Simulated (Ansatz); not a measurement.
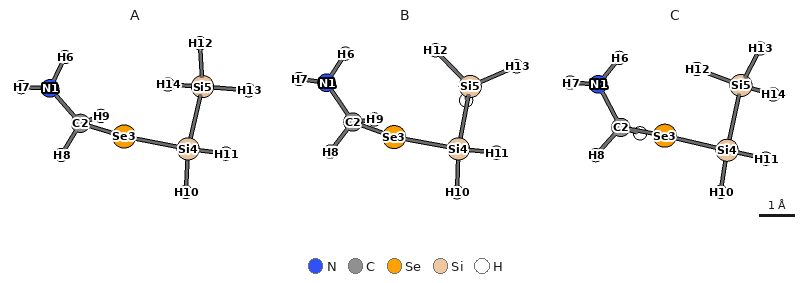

3 geometries from a converged minimum-energy path of CH9NSeSi2, shuffled. The picture is a ball-and-stick view, seen at a tilt.

Theory: Ansatz 0.2.0, RKS PBE0-D4/def2-SVP. Run with 7 movable images; climbing image; force threshold 0.03 eV/Å; iteration limit 60; starting path through a guess of the saddle point.

**Which frame is the top of the path?**

B. In order along the path, whose images run from 0 to 8: C (image 1, +0.71 kJ/mol), B (image 4, +4.97 kJ/mol), A (image 6, +2.94 kJ/mol). The motion is a rotation about the Si4–Si5 bond by about 120°. No bond forms or breaks between the ends.

Cost: 7.7 min on 2 threads of AMD EPYC 9R45 96-Core Processor (Zen 5), on a shared host, peak memory 0.49 GiB.
